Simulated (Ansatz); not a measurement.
Consider HO$_{3}$Ta.

```
atom    x (Å)    y (Å)    z (Å)
  Ta  -0.0426  -0.7532   0.4693
   O   1.1256   0.6834   0.4312
   O   1.5598  -0.3197   1.4479
   O  -1.2117  -0.1478  -0.8567
   H  -1.4311   0.5372  -1.4916
```

Geometry: r2SCAN-D4/def2-TZVP; core potentials replace the inner electrons of Ta.

Method: Ansatz 0.2.0, RKS PBE0-D4/def2-TZVP.

Question: What can the converged electron density and electron localisation function tell about the bonding?

Answer: Ta–O (1.85 Å): the density is about 1.2 e/Å³ at the midpoint; the ELF peaks at about 0.85 in the valence shell of O, 0.5 Å from its nucleus, and drops to about 0.30 between the two atoms.
O–H (0.96 Å): the density is about 3.8 e/Å³ at the midpoint; the ELF climbs to about 1 towards the hydrogen, as it does in any bond to H (an ordinary covalent bond to hydrogen).
Ta–O (1.93 Å): ρ at the midpoint is about 1 e/Å³; the ELF peaks at about 0.85 in the valence shell of O, 0.6 Å from its nucleus, and drops to about 0.25 between the two atoms.

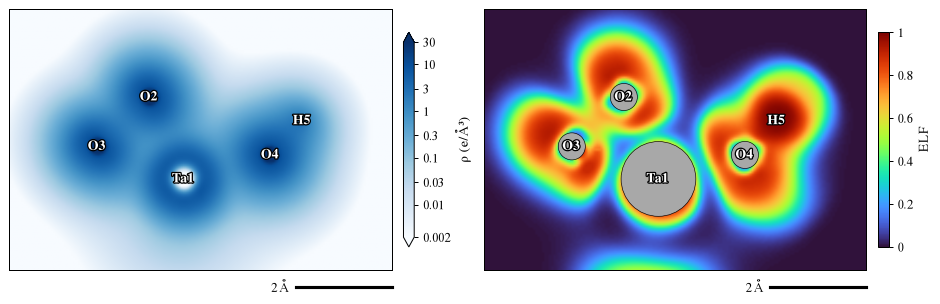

Computed electron density and electron localisation function on the molecular plane, in this order. Grey discs cover the atomic cores in the ELF map. 
